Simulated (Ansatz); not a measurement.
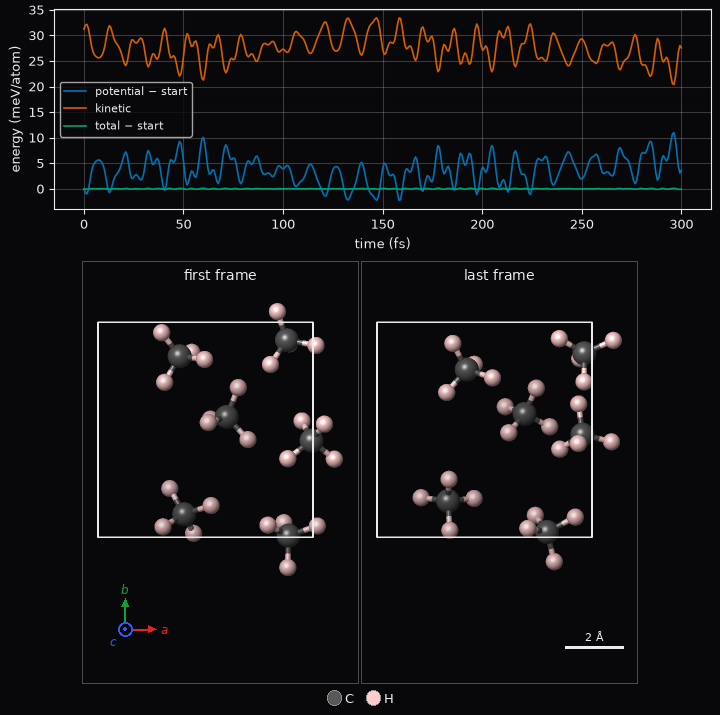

First-principles dynamics of a periodic cell with 6 CH4 at 0.384 g/cm³, 300 fs long. It starts from the last geometry of an earlier run, with fresh velocities. The picture is a ball-and-stick view of the simulation cell, seen along the c axis.

All numbers below come from Ansatz, DFT PBE-D3(BJ), scalar-relativistic, plane waves, PAW. Run with plane-wave cutoff 420 eV; k-point mesh 1 × 1 × 1; Fermi-Dirac smearing 0.02 eV; low-accuracy preset; constant energy (NVE); velocities drawn for 250 K; time step 0.75 fs.

### Check the integration.

The total energy stays between −0.12 and 0.13 meV per atom of its start. A straight-line fit has a slope that amounts to +0.0047 meV per atom over 300 fs (under 0.1 % of the mean kinetic energy), and the ripple about it is 1.9 % of the kinetic energy's fluctuation. With a drift under 2 % and a ripple under 7 %, the integration is accurate. Over the second half the temperature averages 218 K (spread ±20 K). The potential energy in the second half lies on average 4.1 meV per atom above the first frame.

Limits of the set-up: the program's low-accuracy preset was used; the periodic images lie only 7.5 Å apart, so the values are limited by the cell's size.
